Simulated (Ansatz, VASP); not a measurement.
# Cross-check of DyCoSi2 between VASP and Ansatz

Wanted: the spread between two codes on one cell, functional and k mesh.

Method: plane waves, with VASP 6.6.1 beside it; single point at PBEsol, DFT+U, in Ansatz 0.2.0.

In doubt: a part-filled 4f shell, where there is one, can sit in one of many states, so energies may not be the lowest and differences between runs may mislead; derivatives with an open 4f shell can jump between states, which bears on forces and vibrations.

**1. The structure**

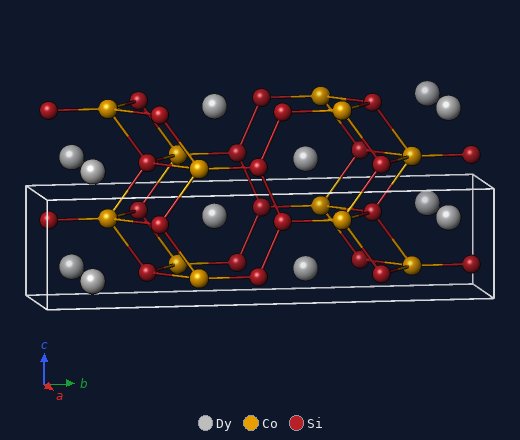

The cell as given, slightly off an axis (dysprosium light grey, cobalt orange, silicon red). 1×1×2 cells are drawn. This picture shows the conventional cell, with its axes. Some periodic images of atoms are drawn too.

**2. VASP: single point, PBEsol, DFT+U**

With cell and atoms fixed, the geometry can't cause a difference; cores, projectors, grids and the points listed under the comparison can.

Lines of VASP's logs that name or quote its potential files are left out, and so is its time.

Input file INCAR:

```
SYSTEM = DyCoSi2
PREC = Normal
ENCUT = 410
EDIFF = 1E-06
NELM = 150
ISMEAR = 0
SIGMA = 0.05
LREAL = .FALSE.
ALGO = Normal
GGA = PS
NBANDS = 53
ISPIN = 2
MAGMOM = 5 -5 2 -2 0 0 0 0
LDAU = .TRUE.
LDAUTYPE = 2
LDAUL = 3 2 -1
LDAUU = 1 1 0
LDAUJ = 0 0 0
LDAUPRINT = 1
LASPH = .TRUE.
LMAXMIX = 6
AMIX = 0.2
BMIX = 1E-04
AMIX_MAG = 0.8
BMIX_MAG = 1E-04
LORBIT = 11
LWAVE = .FALSE.
LCHARG = .FALSE.
KPAR = 2
NEDOS = 1200
```

Input file POSCAR:

```
DyCoSi2
1.0
    1.9940000000     -8.1125000000      0.0000000000
    1.9940000000      8.1125000000      0.0000000000
    0.0000000000      0.0000000000      3.9420000000
Dy Co Si
2 2 4
Direct
    0.1020000000      0.8980000000      0.2500000000
    0.8980000000      0.1020000000      0.7500000000
    0.6600000000      0.3400000000      0.7500000000
    0.3400000000      0.6600000000      0.2500000000
    0.2520000000      0.7480000000      0.7500000000
    0.7480000000      0.2520000000      0.2500000000
    0.4730000000      0.5270000000      0.2500000000
    0.5270000000      0.4730000000      0.7500000000
```

Input file KPOINTS:

```
Automatic mesh
0
Gamma
5 5 4
0 0 0
```

PAW data sets: Dy, Co and Si (PBE family, release 64).

Launch:

```bash
mpirun -np 2 vasp_std
```

Numbers of over 12 decimals in the logs are rounded to 6 here.

Output:

```text
[banner, memory and clock lines left out]
running    2 mpi-ranks, on    1 nodes
 distrk:  each k-point on    1 cores,    2 groups
 distr:  one band on    1 cores,    1 groups

 POSCAR found type information on POSCAR DyCoSi
 POSCAR found :  3 types and       8 ions
|                                                                             |
|               ----> ADVICE to this user running VASP <----                  |
|                                                                             |
|     You enforced a specific xc type in the INCAR file but a different       |
|     [... a line on the potential file left out ...]
|     I HOPE YOU KNOW WHAT YOU ARE DOING!                                     |
|                                                                             |

 LDA part: xc-table for (Slater+PW92), standard interpolation
 POSCAR, INCAR and KPOINTS ok, starting setup
 FFT: planning ... GRIDC
 FFT: planning ... GRID_SOFT
 FFT: planning ... GRID
 WAVECAR not read
 entering main loop
       N       E                     dE             d eps       ncg     rms          rms(c)
DAV:   1     0.504179723502E+03    0.50418E+03   -0.21892E+04  8814   0.505E+03
DAV:   2     0.765363771197E+02   -0.42764E+03   -0.38433E+03  7612   0.625E+02
DAV:   3    -0.401184200412E+02   -0.11665E+03   -0.10615E+03  7115   0.207E+02
DAV:   4    -0.569249508460E+02   -0.16807E+02   -0.16274E+02  9900   0.803E+01
DAV:   5    -0.606846304726E+02   -0.37597E+01   -0.37319E+01 11104   0.319E+01    0.638E+01
DAV:   6    -0.101121288650E+03   -0.40437E+02   -0.24965E+02  7432   0.530E+02    0.379E+02
DAV:   7    -0.107892083858E+03   -0.67708E+01   -0.24564E+01  9048   0.282E+01    0.380E+02
DAV:   8    -0.109420021873E+03   -0.15279E+01   -0.20880E+00 10776   0.833E+00    0.359E+02
DAV:   9    -0.106648805173E+03    0.27712E+01   -0.47904E-01 10824   0.670E+00    0.335E+02
DAV:  10    -0.595637897820E+02    0.47085E+02   -0.56358E+01  8008   0.190E+02    0.130E+02
DAV:  11    -0.605024608413E+02   -0.93867E+00   -0.13138E+01 10454   0.171E+01    0.658E+01
DAV:  12    -0.572282293499E+02    0.32742E+01   -0.32230E+00  8728   0.653E+01    0.521E+01
DAV:  13    -0.563346590308E+02    0.89357E+00   -0.71140E+00 10544   0.677E+01    0.352E+01
DAV:  14    -0.567571498674E+02   -0.42249E+00   -0.24869E+00 10240   0.327E+01    0.338E+01
[...]
DAV:  72    -0.572199704465E+02   -0.17767E-03   -0.22937E-04 11328   0.595E-01    0.530E-01
DAV:  73    -0.572203402841E+02   -0.36984E-03   -0.34472E-03  7992   0.286E+00    0.252E-01
DAV:  74    -0.572204745750E+02   -0.13429E-03   -0.11269E-03 11336   0.920E-01    0.198E-01
DAV:  75    -0.572205406043E+02   -0.66029E-04   -0.40023E-04 11448   0.547E-01    0.302E-01
DAV:  76    -0.572205651029E+02   -0.24499E-04   -0.16256E-04 11424   0.122E-01    0.267E-01
DAV:  77    -0.572205692246E+02   -0.41217E-05   -0.37163E-05 11064   0.384E-02    0.280E-01
DAV:  78    -0.572205703631E+02   -0.11384E-05   -0.11059E-06  4488   0.365E-02    0.283E-01
DAV:  79    -0.572205705344E+02   -0.17139E-06   -0.31683E-06  7192   0.131E-02
   1 F= -.57220571E+02 E0= -.57216283E+02  d E =-.857491E-02  mag=     0.0000
```

From OUTCAR (step 2):

```text
ion  position               nearest neighbor table
   1  0.102  0.898  0.250-   7 2.89   7 2.89   3 2.96   3 2.96   3 2.96   3 2.96   8 3.06   8 3.06
                             8 3.06   8 3.06   6 3.10   6 3.10   5 3.13   5 3.13
   2  0.898  0.102  0.750-   8 2.89   8 2.89   4 2.96   4 2.96   4 2.96   4 2.96   7 3.06   7 3.06
                             7 3.06   7 3.06   5 3.10   5 3.10   6 3.13   6 3.13
   3  0.660  0.340  0.750-   8 2.16   6 2.43   6 2.43   5 2.49   5 2.49   1 2.96   1 2.96   1 2.96
                             1 2.96
   4  0.340  0.660  0.250-   7 2.16   5 2.43   5 2.43   6 2.49   6 2.49   2 2.96   2 2.96   2 2.96
                             2 2.96
   5  0.252  0.748  0.750-   4 2.43   4 2.43   3 2.49   3 2.49   6 2.80   6 2.80   6 2.80   6 2.80
                             2 3.10   2 3.10   1 3.13   1 3.13
   6  0.748  0.252  0.250-   3 2.43   3 2.43   4 2.49   4 2.49   5 2.80   5 2.80   5 2.80   5 2.80
                             1 3.10   1 3.10   2 3.13   2 3.13
   7  0.473  0.527  0.250-   8 2.16   8 2.16   4 2.16   1 2.89   1 2.89   2 3.06   2 3.06   2 3.06
                             2 3.06
   8  0.527  0.473  0.750-   7 2.16   7 2.16   3 2.16   2 2.89   2 2.89   1 3.06   1 3.06   1 3.06
                             1 3.06

  LATTYP: Found a base centered orthorhombic cell.
 ALAT       =     3.9880000000
 B/A-ratio  =     4.0684553661
 C/A-ratio  =     0.9884653962

 Subroutine GETGRP returns: Found  8 space group operations
 (whereof  4 operations were pure point group operations)

The static configuration has the point symmetry C_2h.
 The point group associated with its full space group is D_2h.

 Found     27 irreducible k-points:

   k-points           NKPTS =     27   k-points in BZ     NKDIM =     27   number of bands    NBANDS=     53

   dimension x,y,z NGX =    42 NGY =   42 NGZ =   20
   dimension x,y,z NGXF=    84 NGYF=   84 NGZF=   40

   ENCUT  =  410.0 eV  30.13 Ry    5.49 a.u.  13.79 13.79  6.51*2*pi/ulx,y,z

   NELECT =      74.0000    total number of electrons

 k-points in reciprocal lattice and weights: Automatic mesh
   0.00000000  0.00000000  0.00000000       0.010
   0.20000000  0.00000000  0.00000000       0.040
   0.40000000 -0.00000000  0.00000000       0.040
   0.20000000  0.20000000  0.00000000       0.020
   0.40000000  0.20000000  0.00000000       0.040
  -0.40000000  0.20000000  0.00000000       0.040
  -0.20000000  0.20000000  0.00000000       0.020
   0.40000000  0.40000000  0.00000000       0.020
  -0.40000000  0.40000000  0.00000000       0.020
[...]
0.40000000  0.40000000  0.50000000       0.020
  -0.40000000  0.40000000  0.50000000       0.020

atom =   1  type =  1  l = 3

 onsite density matrix

spin component  1

  0.9931  0.0000  0.0012 -0.0000 -0.0000 -0.0000 -0.0000
  0.0000  0.9941  0.0000 -0.0000 -0.0000  0.0000 -0.0000
  0.0012  0.0000  0.9925 -0.0000  0.0000 -0.0000 -0.0000
 -0.0000 -0.0000 -0.0000  0.9940  0.0000  0.0000 -0.0000
 -0.0000 -0.0000  0.0000  0.0000  0.9930  0.0000 -0.0013
 -0.0000  0.0000 -0.0000  0.0000  0.0000  0.9960 -0.0000
 -0.0000 -0.0000 -0.0000 -0.0000 -0.0013 -0.0000  0.9938

spin component  2

  0.2857 -0.0000 -0.4222  0.0000 -0.0000 -0.0000  0.0000
 -0.0000  0.0185 -0.0000 -0.0000 -0.0000 -0.0000 -0.0000
 -0.4222 -0.0000  0.7007 -0.0000  0.0000 -0.0000 -0.0000
  0.0000 -0.0000 -0.0000  0.0208  0.0000 -0.0376  0.0000
 -0.0000 -0.0000  0.0000  0.0000  0.5684  0.0000  0.4625
 -0.0000 -0.0000 -0.0000 -0.0376  0.0000  0.1753 -0.0000
  0.0000 -0.0000 -0.0000  0.0000  0.4625 -0.0000  0.4183

 occupancies and eigenvectors

  o =  0.0121  v =  0.0000  0.0000  0.0000  0.0000  0.0000  0.0000  0.0000  0.0000 -0.0000  0.0000 -0.9744 -0.0000 -0.2249  0.0000      0.0000  0.0000  0.0000  0.0000  0.0000  0.0000  0.0000  0.0000  0.0000  0.0000  0.0000  0.0000  0.0000  0.0000
  o =  0.0185  v =  0.0000  0.0000  0.0000  0.0000  0.0000  0.0000  0.0000  0.0000 -1.0000  0.0000  0.0000  0.0000  0.0000 -0.0000      0.0000  0.0000  0.0000  0.0000  0.0000  0.0000  0.0000  0.0000  0.0000  0.0000  0.0000  0.0000  0.0000  0.0000
[...]
o =  0.7556  v =  1.0000  0.0000  0.0000  0.0000  0.0000  0.0000  0.0000  0.0000  0.0000  0.0000      0.0000  0.0000  0.0000  0.0000  0.0000  0.0000  0.0000  0.0000  0.0000  0.0000
  o =  0.7623  v =  0.0000 -1.0000  0.0000  0.0000  0.0000  0.0000  0.0000  0.0000  0.0000  0.0000      0.0000  0.0000  0.0000  0.0000  0.0000  0.0000  0.0000  0.0000  0.0000  0.0000
  o =  0.7731  v =  0.0000  0.0000  0.0000  0.0000  0.0000  1.0000  0.0000  0.0000  0.0000  0.0000      0.0000  0.0000  0.0000  0.0000  0.0000  0.0000  0.0000  0.0000  0.0000  0.0000
  o =  0.7790  v =  0.0000  0.0000  0.0000  0.0000  0.0000  0.0000 -1.0000  0.0000  0.0000  0.0000      0.0000  0.0000  0.0000  0.0000  0.0000  0.0000  0.0000  0.0000  0.0000  0.0000
  o =  0.7945  v =  0.0000  0.0000  0.0000  1.0000  0.0000  0.0000  0.0000  0.0000  0.0000  0.0000      0.0000  0.0000  0.0000  0.0000  0.0000  0.0000  0.0000  0.0000  0.0000  0.0000
  o =  0.7946  v =  0.0000  0.0000  0.0000  0.0000  0.0000  0.0000 -0.0000 -0.0000 -1.0000 -0.0000      0.0000  0.0000  0.0000  0.0000  0.0000  0.0000  0.0000  0.0000  0.0000  0.0000

 average (electrostatic) potential at core
       1 -34.9887       2 -34.9887       3 -80.2468       4 -80.2468       5 -81.8888
       6 -81.8888       7 -81.2407       8 -81.2407

 E-fermi :   7.2036

 spin component 1
 k-point     1 :       0.0000    0.0000    0.0000
  band No.  band energies     occupation
    ...
     33       6.4270      1.00000
     34       6.6642      1.00000
     35       6.8591      1.00000
     36       6.9742      1.00000
     37       7.1396      0.96489
     38       7.4576      0.00000
     39       7.7395      0.00000
     40       7.8707      0.00000
     41       8.0028      0.00000
     42       8.1092      0.00000
    ...

 k-point     2 :       0.2000    0.0000    0.0000
  band No.  band energies     occupation
    ...
     32       6.1352      1.00000
     33       6.1660      1.00000
     34       6.5444      1.00000
     35       6.8506      1.00000
     36       7.1498      0.93593
     37       7.3863      0.00000
     38       7.4560      0.00000
     39       7.7777      0.00000
     40       7.8919      0.00000
     41       8.1036      0.00000
    ...

 k-point     3 :       0.4000   -0.0000    0.0000
  band No.  band energies     occupation
    ...
     32       6.2018      1.00000
     33       6.3299      1.00000
     34       6.5954      1.00000
     35       6.7666      1.00000
     36       6.9522      1.00000
     37       7.2139      0.38578
     38       7.3810      0.00000
     39       7.6041      0.00000
     40       7.8356      0.00000
     41       7.8797      0.00000
    ...

 k-point     4 :       0.2000    0.2000    0.0000
  band No.  band energies     occupation
    ...
     32       6.2100      1.00000
     33       6.3542      1.00000
     34       6.6997      1.00000
     35       6.7929      1.00000
     36       7.1351      0.97363
     37       7.2949      0.00490
     38       7.3561      0.00001
     39       7.6888      0.00000
     40       7.8024      0.00000
     41       7.8238      0.00000
    ...

 k-point     5 :       0.4000    0.2000    0.0000
  band No.  band energies     occupation
    ...
     33       6.3496      1.00000
     34       6.5108      1.00000
     35       6.5513      1.00000
     36       6.8869      1.00000
     37       6.9085      1.00000
     38       7.3411      0.00005
     39       7.7762      0.00000
     40       7.8323      0.00000
     41       8.1474      0.00000
     42       8.1811      0.00000
    ...

 k-point     6 :      -0.4000    0.2000    0.0000
  band No.  band energies     occupation
    ...
     32       6.1098      1.00000
     33       6.3817      1.00000
     34       6.6440      1.00000
     35       6.8446      1.00000
     36       6.9624      1.00000
     37       7.3672      0.00000
     38       7.6687      0.00000
     39       7.8177      0.00000
     40       8.0279      0.00000
     41       8.1865      0.00000
    ...

  Total       -5.6486912      1.5690113      1.6733545      0.0000000      0.0000000      0.0000000
  in kB      -70.9629952     19.7110692     21.0219042      0.0000000      0.0000000      0.0000000
  external PRESSURE =     -10.0766739 kB  Pullay stress =       0.0000000 kB

  energy-cutoff  :      410.00
  volume of cell :      127.53
      direct lattice vectors                 reciprocal lattice vectors
     1.994000000 -8.112500000  0.000000000     0.250752257 -0.061633282  0.000000000
     1.994000000  8.112500000  0.000000000     0.250752257  0.061633282  0.000000000
     0.000000000  0.000000000  3.942000000     0.000000000  0.000000000  0.253678336

 POSITION                                       TOTAL-FORCE (eV/Angst)
 -----------------------------------------------------------------------------------
      1.99400      6.45755      0.98550         0.000000     -0.975952      0.000000
      1.99400     -6.45755      2.95650         0.000000      0.975952      0.000000
      1.99400     -2.59600      2.95650         0.000000     -2.995572     -0.000000
      1.99400      2.59600      0.98550         0.000000      2.995572      0.000000
      1.99400      4.02380      2.95650         0.000000      0.216265     -0.000000
      1.99400     -4.02380      0.98550         0.000000     -0.216265     -0.000000
      1.99400      0.43808      0.98550         0.000000      2.800968     -0.000000
      1.99400     -0.43808      2.95650         0.000000     -2.800968     -0.000000
 -----------------------------------------------------------------------------------
    total drift:                                0.000000     -0.000000      0.000000

  FREE ENERGIE OF THE ION-ELECTRON SYSTEM (eV)
  ---------------------------------------------------
  free  energy   TOTEN  =       -57.2205705344 eV

  energy  without entropy=      -57.2119956261  energy(sigma->0) =      -57.21628308

 total charge
# of ion       s       p       d       f       tot
--------------------------------------------------
    1        2.097   5.843   0.667   9.136  17.742
    2        2.097   5.843   0.667   9.136  17.742
    3        0.489   0.493   7.514   0.000   8.496
    4        0.489   0.493   7.514   0.000   8.496
    5        0.740   0.824   0.000   0.000   1.564
    6        0.740   0.824   0.000   0.000   1.564
    7        0.772   1.033   0.000   0.000   1.805
    8        0.772   1.033   0.000   0.000   1.805
--------------------------------------------------
tot          8.197  16.385  16.361  18.271  59.215

 magnetization (x)
# of ion       s       p       d       f       tot
--------------------------------------------------
    1        0.006  -0.049   0.049   4.766   4.771
    2       -0.006   0.049  -0.049  -4.766  -4.771
    3       -0.002  -0.001   0.056   0.000   0.052
    4        0.002   0.001  -0.056   0.000  -0.052
    5        0.000   0.002   0.000   0.000   0.002
    6       -0.000  -0.002   0.000   0.000  -0.002
    7        0.000   0.003   0.000   0.000   0.004
    8       -0.000  -0.003   0.000   0.000  -0.004
--------------------------------------------------
tot          0.000   0.000   0.000   0.000   0.000

[... 1 further part left out ...]
```

The run ends at a pressure of -1.01 GPa, with forces up to 3.0 eV/Å.

[end of part 1 of 2]

[Lines on the potential files, build, host, timing and source positions are cut from VASP's logs without a mark.]

[Logs are printed without paths, hosts, clocks, repeated set-up lines and the standing remarks that a program may print on its own settings, such as how far it seeks lower states.]

[Hosts, paths, dates, database ids (printed as entryN), source tags and the programs' standing remarks are cut or masked in the printed files.]
